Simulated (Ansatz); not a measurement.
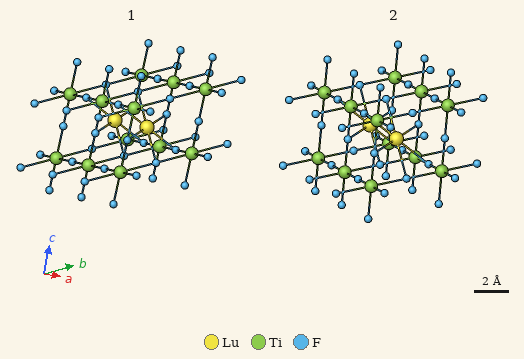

Two geometries of a crystal of LuTiF3 (a generated structure, set up in R-3m) (coarse preliminary run), drawn at one scale. One is the start of a relaxation, the other its converged end. The picture is a ball-and-stick view of the cell of the calculation, repeated 2 × 1 × 1 with one cell outlined, seen slightly off an axis.

These are results of DFT PBE, scalar-relativistic, plane waves, PAW in Ansatz 0.2.0, not measurements. (plane-wave cutoff 420 eV; k-point mesh 6 × 6 × 6; occupations gaussian; smearing width 0.1 eV; collinear spin; cell and atoms relaxed; force threshold 0.04 eV/Å; at most 70 steps)

Which geometry has the lower energy?

Answer. Structure 1 is the relaxed one. After 6 accepted moves (8 points after the start) the energy has fallen by 0.727 eV per cell of the calculation. All forces vanish by symmetry, so only the cell relaxes. The pressure goes from −4.55 to 0.02 GPa. At 2 points the geometry stayed and the basis and grid were re-selected for the new cell (energy shift of 34.8 meV per cell of the calculation at most each time). No atom moves by more than 0.005 Å relative to the cell. The drawn cell changes as follows: a = b = c 4.378 → 4.461 Å (+1.9 %), α 76.6° → 65.7°, β 76.6° → 65.7°, γ 76.6° → 65.7°; the volume changes by −9.5 %. Among the contacts that change: F–Lu 2.713 → 2.420 Å, Lu–Ti 3.486 → 3.291 Å, F–Ti 2.189 → 2.230 Å. Bond angles that change, for instance: F–Ti–F 76.6° → 65.7°, F–Ti–F 103.4° → 114.3°. The space group stays R-3m (No. 166).
